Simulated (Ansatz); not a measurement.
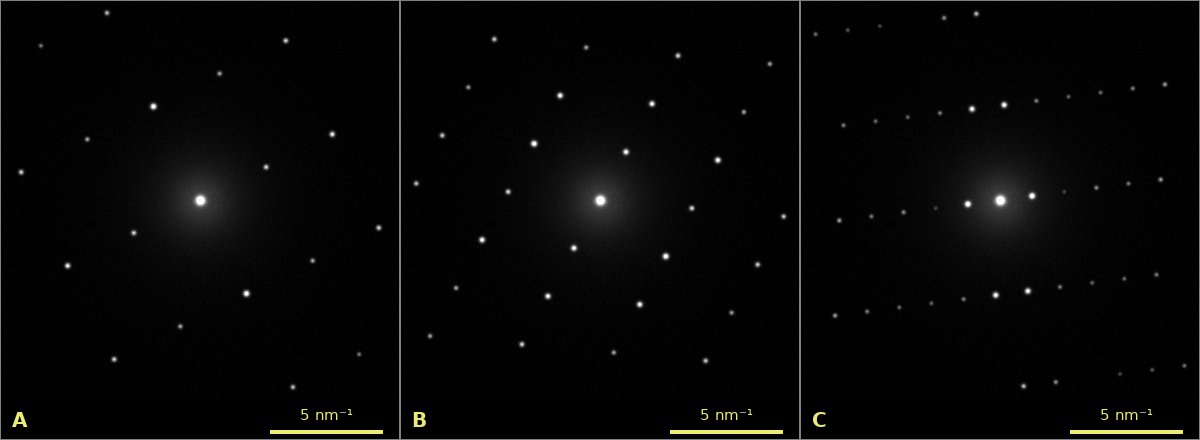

Kinematic electron diffraction patterns (200 kV, B = 0.5 Å², same scale, each along a low-index zone) of three structures of composition WS, each relaxed at zero pressure with DFT PBE, scalar-relativistic, plane waves, PAW (Ansatz).

The structures (standard cells):
1. Pm-3m (No. 221), a = 3.008 Å, 2 atoms; generated start, possibly hypothetical
2. R3m (No. 160), a = 3.029 Å, c = 12.191 Å (hexagonal axes), 6 atoms; generated start, possibly hypothetical
3. Cmcm (No. 63), a = 2.934 Å, b = 13.718 Å, c = 4.012 Å, 8 atoms; generated start, possibly hypothetical

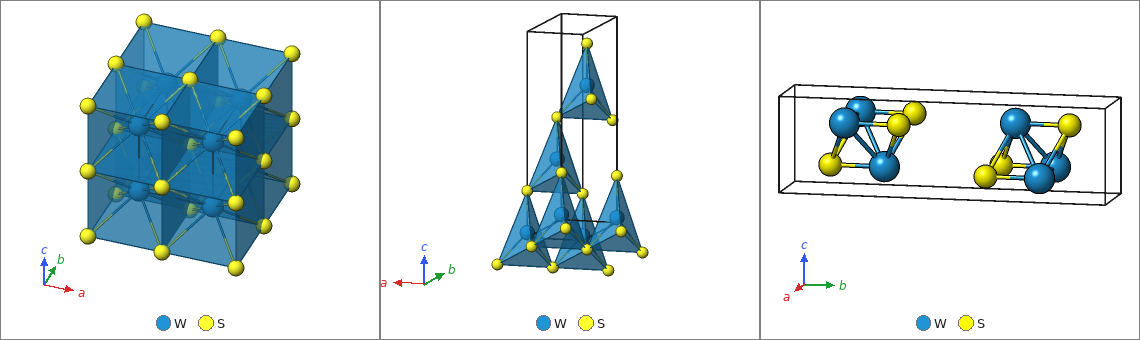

Drawings of the structures 1 to 3, from left to right (each may span several cells).

### Which pattern belongs to which structure, and along which zone?

A is structure 1 along [110] or an equivalent direction: rectangular net of 0 0 1 at d = 3.01 Å and 1 -1 0 at d = 2.13 Å, 90.0° apart. B is structure 2 along [100] or an equivalent direction: oblique net of 0 0 3 at d = 4.06 Å and 0 -1 1 at d = 2.56 Å, 77.9° apart. C is structure 3 along [101] or an equivalent direction: centred rectangular net of 0 2 0 at d = 6.86 Å and 1 1 -1 at d = 2.33 Å, 80.2° apart (some points of this net are extinct or too weak to see).

### Which structure lies lowest at this level of theory, and by how much?

Structure 2 (R3m, 16.14 Å³ an atom) is the lowest of these; structure 3 (Cmcm, 20.18 Å³ an atom) lies about 390 meV an atom higher; structure 1 (Pm-3m, 13.61 Å³ an atom) lies about 440 meV an atom higher. These are static energies at 0 K; other structures, not shown, may lie lower still.
